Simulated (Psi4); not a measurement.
**One shape, several levels: SiPH3Cl (SMILES P[SiH]Cl)**

Aim: a comparison of 4 runs (UHF-D4/3-21G, UPBE0/def2-SVP, U-wB97M-D3(BJ)/aug-cc-pVDZ) of SiPH3Cl. 

Program for the calculation: Psi4 1.11.

1 further run of the same task is left out (set aside as unsound or not needed).

## (1) Starting point

SiPH3Cl: 6 atoms, total charge 0, spin state doublet. SMILES: `P[SiH]Cl`. The shape is that of a GFN2-xTB optimisation. This is one conformer, not always the lowest.

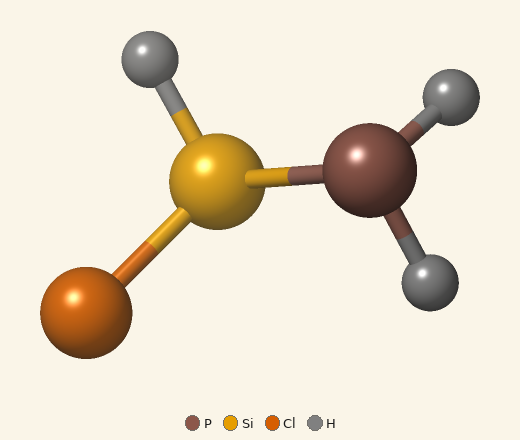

The structure, seen from a chosen angle (phosphorus brown, silicon amber, chlorine orange, hydrogen grey).

## (2) A single-point energy at UHF-D4/3-21G (DKH2, density fitting) (run 1)

The input, clh3psi.dat:

```
memory 1.6 GB

molecule {
  0 2
  P     -0.78635283     0.64175099    -2.17197562
  Si     0.68581941    -0.24955723     1.69304343
  Cl     2.74588544    -3.48769743     1.55052029
  H     -2.67362232    -1.17559862    -2.18584621
  H     -2.41832032     2.52055450    -1.36455234
  H      2.44655282     1.75054780     2.47881045
  units au
}

set {
  reference uhf
  scf_type mem_df
  relativistic dkh
  dkh_order 2
}

e = energy("hf-d4/3-21G")
```

Run with:

```bash
$ psi4 -n 1 clh3psi.dat clh3psi.out
```

clh3psi.out:

```text
[...]
  Running in c1 symmetry.
[...]
  Nuclear repulsion =  183.010125400386983
[...]
  Multiplicity = 2
[...]
  Nalpha       = 25
  Nbeta        = 24
[...]
    Number of basis functions: 45
[...]
   @DF-UHF iter   1: -1087.78845293885547   -2.72980e-01   4.33386e-03 ADIIS/DIIS
[...]
   @DF-UHF iter  10: -1087.82860556554328   -1.39028e-08   5.39028e-07 DIIS
[...]
   @S^2 Observed:                7.548186940E-01
[...]
  @DF-UHF Final Energy: -1087.82860556554328
   => Energetics <=
    Nuclear Repulsion Energy =            183.0101254003869826
    One-Electron Energy =               -1870.3382983062979292
    Two-Electron Energy =                 599.5195404266505648
    Total Energy =                      -1087.8286055655432847
  UHF NO Occupations:
  HONO-2 :   23  A 1.9996909
  HONO-1 :   24  A 1.9982962
[...]
 Multipole Moments:
 ------------------------------------------------------------------------------------
     Multipole            Electronic (a.u.)      Nuclear  (a.u.)        Total (a.u.)
 ------------------------------------------------------------------------------------
 L = 1.  Multiply by 2.5417464519 to convert [e a0] to [Debye]
 Dipole X            :          1.8040148           -2.7324996           -0.9284848
 Dipole Y            :         -2.6916741            3.4874070            0.7957329
 Dipole Z            :          0.7238586           -0.3868542            0.3370044
 Magnitude           :                                                    1.2684032
[...]
```

It took 2.8 s on 1 thread of Intel Xeon 6975P-C (Granite Rapids), shared host; peak memory 0.2 GiB.

## (3) A single-point energy at UHF-D4/3-21G (density fitting) (run 2)

The input, clh3psi.xyz:

```xyz
6
ClH3PSi
P     -0.416120     0.339600    -1.149360
Si     0.362920    -0.132060     0.895920
Cl     1.453060    -1.845610     0.820500
H     -1.414820    -0.622100    -1.156700
H     -1.279720     1.333820    -0.722090
H      1.294660     0.926350     1.311730
```

The input, clh3psi.py:

```python
import psi4

psi4.set_memory('1600 MB')
psi4.set_num_threads(1)
psi4.set_output_file('output.dat', False)

with open('clh3psi.xyz') as f:
    atoms = ''.join(f.readlines()[2:])
mol = psi4.geometry('0 2\n' + atoms + '')

psi4.set_options(dict(reference='uhf', scf_type='mem_df'))

energy_value, wavefunction = psi4.energy('hf-d4/3-21G', molecule=mol, return_wfn=True)
print('E =', round(energy_value, 9))
for k, v in sorted(psi4.core.scalar_variables().items()):
    print(f'{k:45s} {v:18.10f}')
```

Run with:

```bash
$ python clh3psi.py
```

output.dat:

```text
[...]
  Running in c1 symmetry.
[...]
  Nuclear repulsion =  183.010125253006549
[...]
  Multiplicity = 2
[...]
  Nalpha       = 25
  Nbeta        = 24
[...]
    Number of basis functions: 45
[...]
   @DF-UHF iter   1: -1085.39935300406796   -2.62407e-01   4.28226e-03 DIIS/ADIIS
[...]
   @DF-UHF iter  10: -1085.43885434277104   -1.32247e-08   5.23755e-07 DIIS
[...]
   @S^2 Observed:                7.547619849E-01
[...]
  @DF-UHF Final Energy: -1085.43885434277104
   => Energetics <=
    Nuclear Repulsion Energy =            183.0101252530065494
    One-Electron Energy =               -1867.6429411232254552
    Two-Electron Energy =                 599.2139346137194025
    Total Energy =                      -1085.4388543427710374
  UHF NO Occupations:
  HONO-2 :   23  A 1.9996930
  HONO-1 :   24  A 1.9983291
[...]
 Multipole Moments:
 ------------------------------------------------------------------------------------
     Multipole            Electronic (a.u.)      Nuclear  (a.u.)        Total (a.u.)
 ------------------------------------------------------------------------------------
 L = 1.  Multiply by 2.5417464519 to convert [e a0] to [Debye]
 Dipole X            :          1.8001474           -2.7324995           -0.9323521
 Dipole Y            :         -2.6905720            3.4874070            0.7968349
 Dipole Z            :          0.7287890           -0.3868542            0.3419348
 Magnitude           :                                                    1.2732423
[...]
```

Standard output:

```text
E = -1085.438854343
CURRENT ENERGY                                  -1085.4388543428
CURRENT REFERENCE ENERGY                        -1085.4388543428
DD SOLVATION ENERGY                                 0.0000000000
DISPERSION CORRECTION ENERGY                       -0.0199730863
HF KINETIC ENERGY                                1085.0902535252
HF POTENTIAL ENERGY                             -2170.5291078679
HF TOTAL ENERGY                                 -1085.4188812565
HF VIRIAL RATIO                                     2.0003212644
HF-D4(BJ,EEQ)ATM DISPERSION CORRECTION ENERGY      -0.0199730863
NUCLEAR REPULSION ENERGY                          183.0101252530
ONE-ELECTRON ENERGY                             -1867.6429411232
PCM POLARIZATION ENERGY                             0.0000000000
PE ENERGY                                           0.0000000000
SCF ITERATION ENERGY                            -1085.4388543428
SCF ITERATIONS                                     10.0000000000
SCF TOTAL ENERGY                                -1085.4388543428
TWO-ELECTRON ENERGY                               599.2139346137
```

It took 2.9 s on 1 thread of Intel Xeon 6975P-C (Granite Rapids), shared host; peak memory 0.2 GiB.

Run 3 isn't shown in full; the table further down has it.

## (4) Energy and one-electron properties at U-wB97M-D3(BJ)/aug-cc-pVDZ (DKH3) (run 4)

The input, input.json:

```json
{
 "schema_name": "qcschema_input",
 "schema_version": 1,
 "molecule": {
  "schema_name": "qcschema_molecule",
  "schema_version": 2,
  "symbols": ["P", "Si", "Cl", "H", "H", "H"],
  "geometry": [-0.78635283, 0.64175099, -2.17197562, 0.68581941, -0.24955723, 1.69304343, 2.74588544, -3.48769743, 1.55052029, -2.67362232, -1.17559862, -2.18584621, -2.41832032, 2.5205545, -1.36455234, 2.44655282, 1.7505478, 2.47881045],
  "molecular_charge": 0,
  "molecular_multiplicity": 2,
  "fix_symmetry": "c1"
 },
 "driver": "energy",
 "model": {
  "method": "wb97m-d3bj",
  "basis": "aug-cc-pVDZ"
 },
 "keywords": {
  "reference": "uks",
  "scf_type": "pk",
  "e_convergence": 1e-05,
  "relativistic": "dkh",
  "dkh_order": 3,
  "scf_properties": ["MAYER_INDICES", "ESP_AT_NUCLEI", "NO_OCCUPATIONS", "MBIS_CHARGES", "WIBERG_LOWDIN_INDICES"]
 }
}
```

Run with:

```bash
$ psi4 --qcschema input.json -n 1 --memory 1600MB
```

stdout:

```text
[...]
  Running in c1 symmetry.
[...]
  Nuclear repulsion =  183.010125400386983
[...]
  Multiplicity = 2
[...]
  Nalpha       = 25
  Nbeta        = 24
[...]
    Number of basis functions: 108
[...]
   @UKS iter   1: -1095.38657336557003   -2.71491e-01   2.16095e-03 DIIS/ADIIS
[...]
   @UKS iter   9: -1095.42805766798483   -9.42000e-08   5.00536e-07 DIIS
[...]
   @S^2 Observed:                7.525636013E-01
[...]
  @UKS Final Energy: -1095.42805766798483
   => Energetics <=
    Nuclear Repulsion Energy =            183.0101254003869826
    One-Electron Energy =               -1877.4279013531722740
    Two-Electron Energy =                 655.3321364199262007
    DFT Exchange-Correlation Energy =     -56.3354176134127016
    Empirical Dispersion Energy =          -0.0070005217130270
    VV10 Nonlocal Energy =                  0.0000000000000000
    Total Energy =                      -1095.4280576679848309
[...]
 Multipole Moments:
 ------------------------------------------------------------------------------------
     Multipole            Electronic (a.u.)      Nuclear  (a.u.)        Total (a.u.)
 ------------------------------------------------------------------------------------
 L = 1.  Multiply by 2.5417464519 to convert [e a0] to [Debye]
 Dipole X            :          2.2705401           -2.7324996           -0.4619595
 Dipole Y            :         -3.1022385            3.4874070            0.3851685
 Dipole Z            :          0.4095549           -0.3868542            0.0227006
 Magnitude           :                                                    0.6018942
[...]
```

The result, in JSON:

```text
{
 "driver": "energy",
 "model": {
  "method": "wb97m-d3bj",
  "basis": "aug-cc-pVDZ"
 },
 "success": true,
 "return_result": -1095.4280576679848,
 "properties": {
  "calcinfo_nbasis": 108,
  "calcinfo_nmo": 108,
  "calcinfo_nalpha": 25,
  "calcinfo_nbeta": 24,
  "calcinfo_natom": 6,
  "nuclear_repulsion_energy": 183.010125400387,
  "return_energy": -1095.4280576679848,
  "scf_one_electron_energy": -1877.4279013531723,
  "scf_two_electron_energy": 655.3321364199262,
  "scf_xc_energy": -56.3354176134127,
  "scf_dispersion_correction_energy": -0.007000521713026953,
  "scf_dipole_moment": [-0.4619594529092428, 0.38516847951462196, 0.02270063726594529],
  "scf_total_energy": -1095.4280576679848,
  "scf_iterations": 9
 }
}
```

Wall time 48 s (1 thread of Intel Xeon 6975P-C (Granite Rapids), shared host); peak memory 0.85 GiB.

Atomic charges (e):

```tsv
atom	MBIS
P1	-0.144
Si2	+0.430
Cl3	-0.262
H4	+0.047
H5	+0.042
H6	-0.113
```

## (5) All runs side by side

```tsv
run	level	task	integrals	energy (Eh)	dipole moment (D)	HOMO energy (eV)	LUMO energy (eV)	wall time
1	UHF-D4/3-21G (DKH2, density fitting)	energy	mem_df	-1087.828606	3.22	-8.98	0.24	2.8 s
2	UHF-D4/3-21G (density fitting)	energy	mem_df	-1085.438854	3.24	-8.98	0.23	2.9 s
3	UPBE0/def2-SVP	gradient	pk	-1092.101227	1.64	-5.99	-2.71	16 s
4	U-wB97M-D3(BJ)/aug-cc-pVDZ (DKH3)	properties	pk	-1095.428058	1.53	-7.85	-1.35	48 s
```

## (6) What came out

| quantity | value |
| --- | --- |
| run 4: total energy | -1095.42806 Eh |
| run 4: dipole moment | 1.53 D |
| run 4: HOMO energy (highest over α and β) | -7.85 eV |
| run 4: LUMO energy (lowest over α and β) | -1.35 eV |
| run 4: dispersion energy | -18.38 kJ/mol |
| run 4: ⟨S²⟩ | 0.753 |

The dipole moment (its size) runs from 1.53 D (U-wB97M-D3(BJ)/aug-cc-pVDZ) to 3.24 D (UHF-D4/3-21G). The two ends differ in method and basis and Hamiltonian. Totals of different functionals can't be ranked against each other. Some runs of one species differ in core potentials or relativity; totals across that change don't compare. All runs together took 69 s, the longest 48 s.
